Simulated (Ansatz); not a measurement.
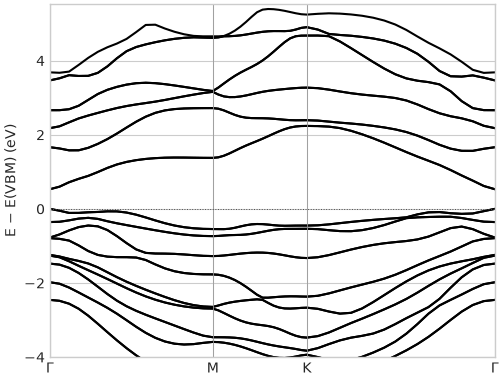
*Band structure from plane-wave PAW r²SCAN+D4 with spin–orbit coupling (Ansatz code)*

### Question
Read off the gap and where the band edges lie.

### Answer
About 0.5 eV (0.53 eV by a search for the band edges); maximum at Γ, minimum at Γ.

The material is monolayer Bi2TeSe2 (P-3m1 in the vacuum cell, 5 atoms; Te with 6 neighbours (octahedral), Bi with 6 neighbours (octahedral), Se with 3 neighbours (trigonal pyramidal)).

The layer was cut from a bulk entry of the Materials Project (measured or hypothetical); whether that bulk phase is the ambient one, and whether the layer has been isolated, was not checked. The r²SCAN+D4 relaxation kept the symmetry of its start; its stability against distortions is not shown here.

Potentials: the later of the program's two PAW sets.
